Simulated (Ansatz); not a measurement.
# One shape, several levels: doublet GeH2O+

Wanted: a comparison of 6 runs (UHF/STO-3G, U-r2SCAN/STO-3G, UPBE/STO-3G, UPBE0/STO-3G, RPA@PBE/STO-3G, UCCSDT/STO-3G) of doublet GeH2O+. 

The calculation is run with Ansatz 0.2.0.

51 further runs of the same task are left out: 3 that didn't finish, 48 set aside as unsound or not needed.

## 1. The system as given

The species is GeH2O+ (4 atoms), meant as a doublet with charge +1. As SMILES of the parent species, `[O]=[GeH2]`. Geometry: a GFN2-xTB relaxation, a rough one for these elements and not checked as a minimum. That shape belongs to the parent species and isn't relaxed for this state.

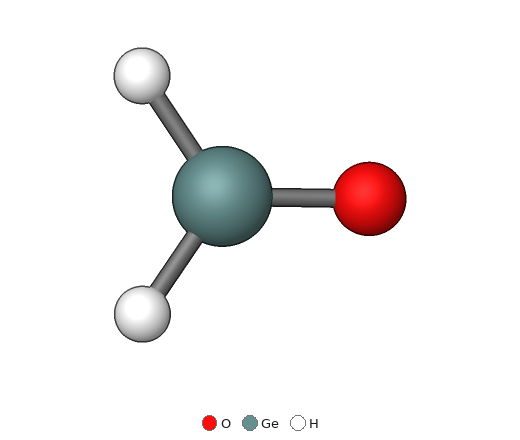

Viewed from a chosen angle; oxygen red, germanium teal, hydrogen white.

## 2. The energy at UHF/STO-3G (run 1)

Input file in.yaml:

```yaml
crystal:
  periodic: [false, false, false]
  atoms:
    - symbol: O
      position_ang: [-0.057340, -0.939430, 1.305970]
    - symbol: Ge
      position_ang: [-0.001210, -0.020580, 0.028630]
    - symbol: H
      position_ang: [-1.112200, 0.070350, -1.011580]
    - symbol: H
      position_ang: [1.170750, 0.889670, -0.323020]
basis:
  gaussian:
    orbitals: STO-3G
total_charge: 1
magnetization:
  spin_polarized: true
  initial_magnetization: 1
hamiltonian:
  xc: hf
accuracy: high
```

Run with:

```bash
$ ansatz run in.yaml --threads 1 --pin off --max-ram 2610MiB --events-out events.jsonl --progress --plain --runs-dir runs
```

What it wrote:

```text
Warning: RAYON_NUM_THREADS=1 ignored (pool sized by the plan → 1); use --threads N
Functional definition: HF
  name "HF"
  exchange = exact_x
  correlation = 0
361 factors; integrals over basis functions are off by at most 2.1e-8 eV
mean field evaluation 1: about -57849.1055 eV, gradient 3.3e1 eV
mean field evaluation 2: about -57849.1390 eV, gradient 3.3e1 eV
mean field evaluation 4: about -57862.7754 eV, gradient 1.3e1 eV
mean field evaluation 8: about -57865.1590 eV, gradient 2.7e-1 eV
mean field evaluation 16: about -57865.1550 eV, gradient 2.2e-8 eV
mean field evaluation 32: about -57863.8573 eV, gradient 2.3e-1 eV
mean field evaluation 64: about -57858.6990 eV, gradient 8.3e0 eV
mean field evaluation 96: about -57859.0694 eV, gradient 4.3e0 eV
mean field evaluation 128: about -57855.5802 eV, gradient 1.8e1 eV
mean field -57865.15497085 eV, -2126.5052227678 hartree, gradient 2.2e-8 eV, S^2 0.778361; 0 other end points of the search recorded, 0 dependent functions left out
reference -57865.15497085 eV, -2126.5052227678 hartree; 21, 20 occupied and 4, 5 virtual orbitals, 361 factors
Total energy: -57865.15497085 eV, -2126.5052227678 hartree
```

Run time: 0.42 s. Hardware: 1 thread of Arm Neoverse V1, shared host.

## 3. The energy at U-r2SCAN/STO-3G (run 2)

Input file molecule.yaml:

```yaml
crystal:
  periodic: [false, false, false]
  atoms:
    - {symbol: O, position_ang: [-0.057340, -0.939430, 1.305970]}
    - {symbol: Ge, position_ang: [-0.001210, -0.020580, 0.028630]}
    - {symbol: H, position_ang: [-1.112200, 0.070350, -1.011580]}
    - {symbol: H, position_ang: [1.170750, 0.889670, -0.323020]}
basis:
  gaussian:
    orbitals: STO-3G
total_charge: 1
magnetization:
  spin_polarized: true
  initial_magnetization: 1
hamiltonian:
  xc: r2scan
accuracy: high
```

Run with:

```bash
$ ansatz run molecule.yaml --threads 1 --pin off --max-ram 2610MiB --events-out events.jsonl --progress --plain --runs-dir runs
```

What it wrote:

```text
Warning: RAYON_NUM_THREADS=1 ignored (pool sized by the plan → 1); use --threads N
Functional definition: r2SCAN
  name "r2SCAN"
  parameter k0 = 0.174
  parameter k1 = 0.065
  parameter a1 = 4.9479
  exchange = r2scan_x(k0 = k0, k1 = k1, a1 = a1)
  correlation = r2scan_c
361 factors; integrals over basis functions are off by at most 2.1e-8 eV
mean field evaluation 1: about -57738.7384 eV, gradient 1.8e2 eV
mean field evaluation 2: about -57638.0092 eV, gradient 1.5e2 eV
mean field evaluation 4: about -57818.2527 eV, gradient 1.1e2 eV
mean field evaluation 8: about -57907.8893 eV, gradient 2.1e1 eV
mean field evaluation 16: about -57910.8977 eV, gradient 1.3e-2 eV
mean field -57910.89773211 eV, -2128.1862382387 hartree, gradient 1.7e-8 eV, S^2 0.766404; 0 other end points of the search recorded, 0 dependent functions left out
reference -57910.89773275 eV, -2128.1862382624 hartree; 21, 20 occupied and 4, 5 virtual orbitals, 361 factors
Total energy: -57910.89773275 eV, -2128.1862382624 hartree
```

It took 5.7 s on 1 thread of Arm Neoverse V1, shared host; peak memory 0.21 GiB.

## 4. The energy at UPBE/STO-3G (run 3)

Changes to molecule.yaml since step 3:

```diff
@@ -8,10 +8,6 @@
 basis:
-  gaussian:
-    orbitals: STO-3G
+  gaussian: {orbitals: STO-3G}
 total_charge: 1
-magnetization:
-  spin_polarized: true
-  initial_magnetization: 1
-hamiltonian:
-  xc: r2scan
+magnetization: {spin_polarized: true, initial_magnetization: 1}
+hamiltonian: {xc: pbe}
 accuracy: high
```

Run with:

```bash
$ ansatz run molecule.yaml --threads 1 --pin off --max-ram 2610MiB --events-out events.jsonl --progress --plain --runs-dir runs
```

What it wrote:

```text
Warning: RAYON_NUM_THREADS=1 ignored (pool sized by the plan → 1); use --threads N
Functional definition: PBE
  name "PBE"
  parameter kappa = 0.804
  parameter beta = 0.06672455060314922
  exchange = pbe_x(kappa = kappa, mu = beta*pi^2/3)
  correlation = pbe_c(beta = beta)
361 factors; integrals over basis functions are off by at most 2.1e-8 eV
mean field evaluation 1: about -57653.2073 eV, gradient 2.1e2 eV
mean field evaluation 2: about -57584.8904 eV, gradient 1.4e2 eV
mean field evaluation 4: about -57735.2350 eV, gradient 1.3e2 eV
mean field evaluation 8: about -57811.5402 eV, gradient 5.2e1 eV
mean field evaluation 16: about -57897.2244 eV, gradient 2.5e-4 eV
mean field -57897.22436532 eV, -2127.6837512775 hartree, gradient 1.4e-8 eV, S^2 0.758063; 0 other end points of the search recorded, 0 dependent functions left out
reference -57897.22436687 eV, -2127.6837513343 hartree; 21, 20 occupied and 4, 5 virtual orbitals, 361 factors
Total energy: -57897.22436687 eV, -2127.6837513343 hartree
```

Run time: 2.3 s. Hardware: 1 thread of Arm Neoverse V1, shared host; peak memory 0.12 GiB.

Runs 4 to 5 aren't shown in full; the table further down has their settings and results.

## 5. The energy at UCCSDT/STO-3G (run 6)

Changes to molecule.yaml since step 4:

```diff
@@ -9,5 +9,6 @@
   gaussian: {orbitals: STO-3G}
+magnetization: {spin_polarized: true, initial_magnetization: 1}
+correlation: {method: ccsdt, frozen_orbitals: {Ge: 9, H: 0, O: 1}}
+accuracy: high
 total_charge: 1
-magnetization: {spin_polarized: true, initial_magnetization: 1}
-hamiltonian: {xc: pbe}
-accuracy: high
+scf: {omitted_lower_state_checks: [cluster_reference, increment]}
```

Run with:

```bash
$ ansatz run molecule.yaml --threads 1 --pin off --max-ram 2610MiB --events-out events.jsonl --progress --plain --runs-dir runs
```

What it wrote:

```text
Warning: RAYON_NUM_THREADS=1 ignored (pool sized by the plan → 1); use --threads N
[... 14 lines left out ...]
10 core orbitals not correlated: weight in the atoms' cores, before any rotation towards them, 1.000 or more for the frozen orbitals, at most 0.000 for the correlated occupied ones
[... 38 lines left out ...]
Total energy: -57867.79157428 eV, -2126.6021161570 hartree
Checks for a lower state left out: cluster_reference, increment
```

Run time: 2.3 s. Hardware: 1 thread of Arm Neoverse V1, shared host; peak memory 0.093 GiB.

## 6. Overview of the runs

```csv
run,level,frozen core orbitals,energy (Eh),⟨S²⟩,wall time
1,UHF/STO-3G,–,-2126.505223,0.778,0.42 s
2,U-r2SCAN/STO-3G,–,-2128.186238,0.766,5.7 s
3,UPBE/STO-3G,–,-2127.683751,0.758,2.3 s
4,UPBE0/STO-3G,–,-2127.844687,0.765,2.3 s
5,RPA@PBE/STO-3G,10,-2126.640811,0.758,4.8 s
6,UCCSDT/STO-3G,10,-2126.602116,0.778,2.3 s
```

## 7. Summary of results

| quantity | value |
| --- | --- |
| run 6: total energy | -2126.60212 Eh |
| run 6: correlation energy (10 core orbitals frozen) | -96.9 mEh |
| run 6: ⟨S²⟩ of the reference determinant | 0.778 |
| run 6: T1 diagnostic | 0.029 |

In words: Totals of different functionals can't be ranked against each other. In runs 1, 2, 3, 4, 5, 6 the basis is minimal, so the values are rough. All runs together took 18 s, the longest 5.7 s.
